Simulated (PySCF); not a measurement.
# La(OH)₃: relaxation and vibrations of the singlet

Aim: relax La(OH)₃ as a singlet from a PBE0 minimum start, check by its vibrations whether the end is a minimum, and collect its spectrum and constants.

Program: PySCF 2.14.0. Level of theory: PBE0, basis La def2-SVP with ECP46, O def2-SVP, H def2-SVP, scalar-relativistic core potentials, no spin–orbit coupling, density fitting. These are calculated values, not measurements.

## (1) Where the work starts

7 atoms, charge 0, spin multiplicity 1.

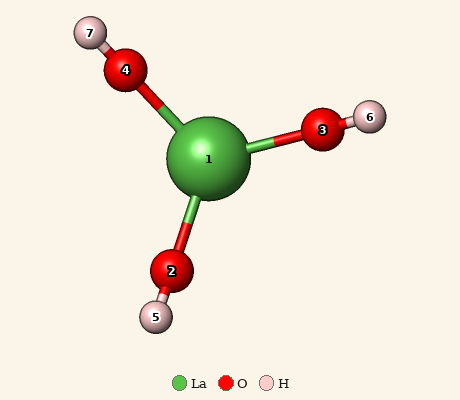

The starting geometry (lanthanum green, oxygen red, hydrogen pink); atoms are numbered from 1 in the order of the file.

```xyz
7
charge 0 multiplicity 1
La    0.0000    0.0000   -0.1220
O     2.0972   -0.3716    0.3484
O    -0.7267    2.0020    0.3484
O    -1.3704   -1.6304    0.3484
H     2.9702   -0.5263    0.7096
H    -1.0293    2.8354    0.7096
H    -1.9409   -2.3091    0.7096
```

## (2) First SCF at the start

One driver script runs all steps and calls PySCF; scf.py shows how it sets up the SCF of each step. The optimiser is the driver's own. After this first run the driver tries any further starts and a stability analysis.

Contents of scf.py:

```python
from pyscf import gto, scf, dft
mol = gto.M(atom='''
La     0.000000     0.000000    -0.121970
O      2.097165    -0.371621     0.348365
O     -0.726749     2.002009     0.348365
O     -1.370416    -1.630388     0.348365
H      2.970168    -0.526319     0.709559
H     -1.029279     2.835400     0.709559
H     -1.940889    -2.309082     0.709559''',
    basis={'La': 'def2-SVP', 'O': 'def2-SVP', 'H': 'def2-SVP'},
    ecp={'La': 'def2-SVP'},
    charge=0, spin=0)
mf = dft.RKS(mol, xc='PBE0')
mf.grids.atom_grid = (50, 194)
mf.grids.prune = None
aux = {'La': 'def2-universal-JKFIT', 'O': 'def2-universal-JKFIT', 'H': 'def2-universal-JKFIT'}
mf = mf.density_fit(auxbasis=aux)
mf.conv_tol = 1e-08
mf.diis_space = 10
mf.max_cycle = 60
mf.verbose = 4
# dm0: spherical densities of the free atoms in this basis, scaled to the electron count
mf.diis, mf.max_cycle = scf.ADIIS(), 15
mf.kernel(dm0)
mf.diis, mf.max_cycle = True, 60
mf.kernel(mf.make_rdm1())
```

Command:

```
OMP_NUM_THREADS=2 python axn.py task.json out
```

The log of the run:

```text
init E= -258.621969453435
  HOMO = -0.454876773038521  LUMO = -0.111573682671565  gap/eV = 9.34175
cycle= 1 E= -258.368231943518  delta_E= 0.254  |g|= 1.49  |ddm|= 3.08
  HOMO = -0.0458485727755971  LUMO = -0.0372976691465979  gap/eV = 0.23268
cycle= 2 E= -254.733026334262  delta_E= 3.64  |g|= 3.82  |ddm|= 3.98
  HOMO = -0.163593607061119  LUMO = -0.0354316017347358  gap/eV = 3.48747
cycle= 3 E= -258.518435071526  delta_E= -3.79  |g|= 1.23  |ddm|= 2.89
  HOMO = -0.288824186386893  LUMO = -0.0465694689041918  gap/eV = 6.59209
cycle= 4 E= -258.801235795965  delta_E= -0.283  |g|= 0.193  |ddm|= 0.902
  HOMO = -0.238989616236698  LUMO = -0.0481313795634932  gap/eV = 5.19352
cycle= 5 E= -258.783450793757  delta_E= 0.0178  |g|= 0.356  |ddm|= 0.362
  HOMO = -0.262827070472624  LUMO = -0.0459595618470168  gap/eV = 5.90127
cycle= 6 E= -258.807588305039  delta_E= -0.0241  |g|= 0.0784  |ddm|= 0.184
  HOMO = -0.275141903757111  LUMO = -0.0453730692001635  gap/eV = 6.25233
cycle= 7 E= -258.808079770522  delta_E= -0.000491  |g|= 0.0605  |ddm|= 0.0903
  HOMO = -0.268808635983327  LUMO = -0.0458764176766699  gap/eV = 6.06629
cycle= 8 E= -258.808785973335  delta_E= -0.000706  |g|= 0.0096  |ddm|= 0.0458
  HOMO = -0.271314803818614  LUMO = -0.0456253946481731  gap/eV = 6.14132
cycle= 9 E= -258.808746926275  delta_E= 3.9e-05  |g|= 0.017  |ddm|= 0.0176
  HOMO = -0.270067685814198  LUMO = -0.0457343489794049  gap/eV = 6.10442
cycle= 10 E= -258.808801872439  delta_E= -5.49e-05  |g|= 0.00361  |ddm|= 0.0088
  HOMO = -0.269431528114453  LUMO = -0.0457940689502614  gap/eV = 6.08549
cycle= 11 E= -258.808802610215  delta_E= -7.38e-07  |g|= 0.00308  |ddm|= 0.00443
  HOMO = -0.269745148978575  LUMO = -0.0457675770014454  gap/eV = 6.09474
cycle= 12 E= -258.808804468097  delta_E= -1.86e-06  |g|= 0.000339  |ddm|= 0.00222
  HOMO = -0.269669890301973  LUMO = -0.0457732197936167  gap/eV = 6.09254
cycle= 13 E= -258.808804423201  delta_E= 4.49e-08  |g|= 0.000586  |ddm|= 0.000627
  HOMO = -0.269710983845702  LUMO = -0.04576970598335  gap/eV = 6.09375
cycle= 14 E= -258.80880448881  delta_E= -6.56e-08  |g|= 0.000118  |ddm|= 0.000311
  HOMO = -0.269729614569012  LUMO = -0.0457682070899423  gap/eV = 6.09430
cycle= 15 E= -258.80880448896  delta_E= -1.5e-10  |g|= 0.000117  |ddm|= 0.000162
SCF not converged.
init E= -258.80880448896
  HOMO = -0.269701247744253  LUMO = -0.0457707048327052  gap/eV = 6.09346
cycle= 1 E= -258.808804483056  delta_E= 5.9e-09  |g|= 0.000209  |ddm|= 0.000216
  HOMO = -0.269753386268846  LUMO = -0.0457661309442088  gap/eV = 6.09500
cycle= 2 E= -258.808804463975  delta_E= 1.91e-08  |g|= 0.000374  |ddm|= 0.000383
  HOMO = -0.269719568123576  LUMO = -0.0457690757039231  gap/eV = 6.09400
cycle= 3 E= -258.808804491697  delta_E= -2.77e-08  |g|= 2.83e-06  |ddm|= 0.000245
  HOMO = -0.269719721514122  LUMO = -0.0457690780267725  gap/eV = 6.09401
cycle= 4 E= -258.808804491701  delta_E= -3.3e-12  |g|= 1.93e-08  |ddm|= 3.32e-06
  HOMO = -0.269719720932627  LUMO = -0.0457690737752614  gap/eV = 6.09401
Extra cycle  E= -258.808804491701  delta_E= -1.71e-13  |g|= 1.88e-08  |ddm|= 5.06e-08
converged SCF energy = -258.808804491701
```

This step, with its further starts and checks, needed 13 s of wall time on 2 threads of Arm Neoverse N1, shared host.

The test of internal stability found no lower closed-shell solution.

## (3) PBE0 minimum start, singlet: relaxation

The program finds C3v symmetry in the start, which this walk keeps.

Edit scf.py of step 2 so:

```diff
@@ -3,7 +3,7 @@
-La     0.000000     0.000000    -0.121970
-O      2.097165    -0.371621     0.348365
-O     -0.726749     2.002009     0.348365
-O     -1.370416    -1.630388     0.348365
-H      2.970168    -0.526319     0.709559
-H     -1.029279     2.835400     0.709559
-H     -1.940889    -2.309082     0.709559''',
+La     0.000000     0.000000    -0.132075
+O      2.097165    -0.371621     0.338260
+O     -0.726749     2.002009     0.338260
+O     -1.370416    -1.630388     0.338260
+H      2.970168    -0.526319     0.699454
+H     -1.029279     2.835400     0.699454
+H     -1.940889    -2.309082     0.699454''',
@@ -22,5 +22 @@
-# dm0: spherical densities of the free atoms in this basis, scaled to the electron count
-mf.diis, mf.max_cycle = scf.ADIIS(), 15
-mf.kernel(dm0)
-mf.diis, mf.max_cycle = True, 60
-mf.kernel(mf.make_rdm1())
+mf.kernel()
```

The optimiser's trace:

```
step  energy (Eh)  change (kJ/mol)  largest symmetric gradient (Eh/bohr)
   0  -258.808804             0.00                               0.00031
   1  -258.808806             0.00                               0.00021
```

The walk took 8.4 s.

Geometry (Å) and forces (eV/Å) at some steps:

```
step 0
La   0.000   0.000  -0.132  -0.022   0.009  -0.016
O    2.097  -0.372   0.338  -0.005  -0.007   0.007
O   -0.727   2.002   0.338   0.010   0.000   0.004
O   -1.370  -1.630   0.338   0.016  -0.002   0.008
H    2.970  -0.526   0.699   0.004  -0.001  -0.001
H   -1.029   2.835   0.699  -0.001   0.003  -0.001
H   -1.941  -2.309   0.699  -0.002  -0.003  -0.001
step 1
La   0.000   0.000  -0.135  -0.022   0.009  -0.011
O    2.097  -0.372   0.338  -0.002  -0.008   0.006
O   -0.727   2.001   0.338   0.009   0.003   0.003
O   -1.370  -1.630   0.338   0.014  -0.004   0.007
H    2.969  -0.526   0.700   0.000   0.000  -0.002
H   -1.029   2.835   0.700   0.001  -0.001  -0.002
H   -1.940  -2.308   0.700   0.000   0.001  -0.002
```

After 1 steps and 0.0 kJ/mol it ends at C3v: La–O 2.181 Å (×3), O–H 0.957 Å (×3); H–O–La 170.3° (×3), O–La–O 115.4° (×3).

## (4) Is it a minimum? Harmonic modes

The point is checked on the finer grid, and tightened if its gradient asks for it. The Hessian and the dipole derivatives come from central differences of analytic gradients, with steps of 0.02 bohr.

Edit scf.py of step 3 so:

```diff
@@ -3,7 +3,7 @@
-La     0.000000     0.000000    -0.132075
-O      2.097165    -0.371621     0.338260
-O     -0.726749     2.002009     0.338260
-O     -1.370416    -1.630388     0.338260
-H      2.970168    -0.526319     0.699454
-H     -1.029279     2.835400     0.699454
-H     -1.940889    -2.309082     0.699454''',
+La     0.000000     0.000000    -0.132803
+O      2.096568    -0.371515     0.340208
+O     -0.726542     2.001439     0.340208
+O     -1.370026    -1.629924     0.340208
+H      2.969418    -0.526186     0.701965
+H     -1.029019     2.834684     0.701965
+H     -1.940399    -2.308499     0.701965''',
@@ -14 +14 @@
-mf.grids.atom_grid = (50, 194)
+mf.grids.atom_grid = (75, 302)
@@ -18 +18 @@
-mf.conv_tol = 1e-08
+mf.conv_tol = 1e-10
```

The driver hands on the density of the step before, so the log starts near convergence.

SCF at the final geometry:

```text
init E= -258.808785260403
  HOMO = -0.269674397046555  LUMO = -0.0457639485412535  gap/eV = 6.09291
cycle= 1 E= -258.808785260359  delta_E= 4.48e-11  |g|= 1.77e-05  |ddm|= 1.76e-05
  HOMO = -0.269677216510273  LUMO = -0.0457637187355537  gap/eV = 6.09300
cycle= 2 E= -258.808785260205  delta_E= 1.54e-10  |g|= 3.29e-05  |ddm|= 3.28e-05
  HOMO = -0.269675449766502  LUMO = -0.0457638683824122  gap/eV = 6.09294
cycle= 3 E= -258.808785260421  delta_E= -2.16e-10  |g|= 6.27e-07  |ddm|= 2.14e-05
  HOMO = -0.269675405955379  LUMO = -0.0457638708054091  gap/eV = 6.09294
cycle= 4 E= -258.808785260422  delta_E= -7.96e-13  |g|= 1.68e-08  |ddm|= 4.12e-07
  HOMO = -0.269675407818194  LUMO = -0.0457638690629771  gap/eV = 6.09294
Extra cycle  E= -258.808785260421  delta_E= 5.68e-13  |g|= 1.56e-08  |ddm|= 3.51e-08
converged SCF energy = -258.808785260421
```

The whole step took 5.7 min.

Geometry: C3v; La–O 2.181 Å (×3), O–H 0.957 Å (×3); H–O–La 170.3° (×3), O–La–O 115.4° (×3).

Harmonic modes (main isotopes):

```csv
symmetry,ω (cm⁻¹),IR (km/mol)
a1,56,9.4
e,127,2.1
a2,246,0.0
e,316,590
e,426,41.6
a1,453,471
e,570,425
a1,592,31.0
e,3987,254
a1,3987,28.9
```

All wavenumbers are real: a minimum.

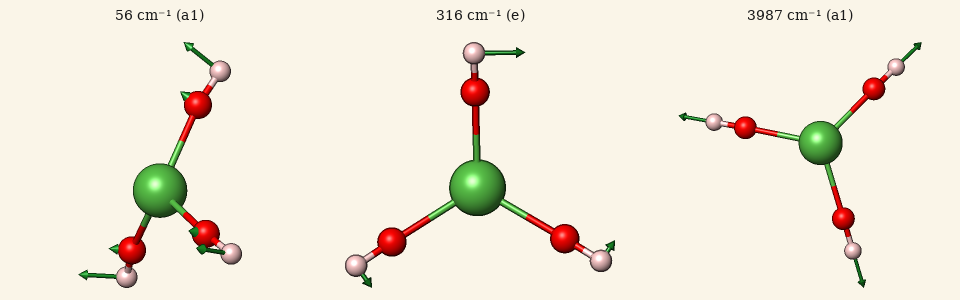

How the atoms move in 3 of the modes.

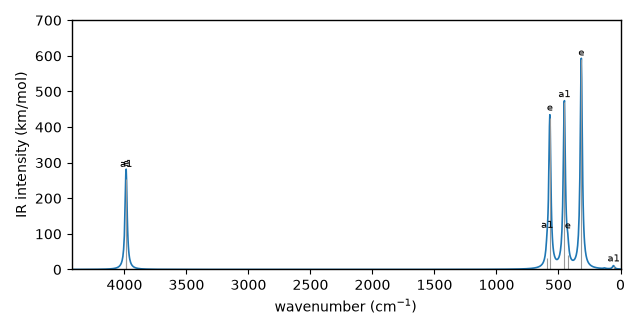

The harmonic infrared spectrum (widths in cm⁻¹). Lines are broadened to a width of 20 cm⁻¹ (Lorentzian).

Constants and moments:

* Dipole moment: 1.63 D
* Highest occupied level: -7.34 eV
* Lowest empty level: -1.25 eV
* Rotational constants: 0.1277, 0.1277, 0.0688 cm⁻¹
* Zero-point energy: 96.8 kJ/mol
* Principal polarisabilities: 34.9, 52.9, 52.9 bohr³
* Principal traceless quadrupole moments about the centre of mass: -3.30, -3.30, 6.60 D Å
* Entropy at 298.15 K and 1 bar: 356.5 J/(mol K)
* Heat capacity Cp at 298.15 K: 109.8 J/(mol K)
* Enthalpy at 298.15 K above 0 K: 22.60 kJ/mol
* Rotational symmetry number: 3

Charges (e) and bond orders:

| atom | Mulliken | Löwdin | polar tensor | Mayer order to La1 |
| --- | --- | --- | --- | --- |
| La1 | 1.09 | 0.64 | 2.40 | – |
| O2,3,4 | -0.53 | -0.28 | -1.12 | 1.06 |
| H5,6,7 | 0.17 | 0.07 | 0.32 | 0.06 |

Outer orbital energies (eV). occupied: -11.33, -11.33, -7.87, -7.87, -7.56, -7.56, -7.38, -7.34; empty: -1.25, 0.53, 0.57, 0.57.

Mulliken populations on La1 (outside its core potential): s 2.12, p 6.19, d 1.40, f 0.20.

## (5) What came out

| quantity | value |
| --- | --- |
| minimum | singlet, C3v |
| geometry | La–O 2.181 Å (×3), O–H 0.957 Å (×3); H–O–La 170.3° (×3), O–La–O 115.4° (×3) |
| wavenumbers (cm⁻¹) | 56 (a1), 127 (e), 246 (a2), 316 (e), 426 (e), 453 (a1), 570 (e), 592 (a1), 3987 (e), 3987 (a1) |
| dipole moment | 1.63 D |
| highest occupied, lowest empty level | -7.34, -1.25 eV |
| polar-tensor charge of La1 | +2.40 e |
| zero-point energy | 96.8 kJ/mol |
| entropy at 298.15 K | 356.5 J/(mol K) |

In words: The PBE0 minimum start keeps its C3v symmetry and ends in a minimum. In the infrared the band at 316 cm⁻¹ (e) leads. Other starts or spin states, not run here, may lie lower. Whether spin polarisation would lower the closed shell was not checked. Spin–orbit coupling is left out.

The search up to here took 6 min.
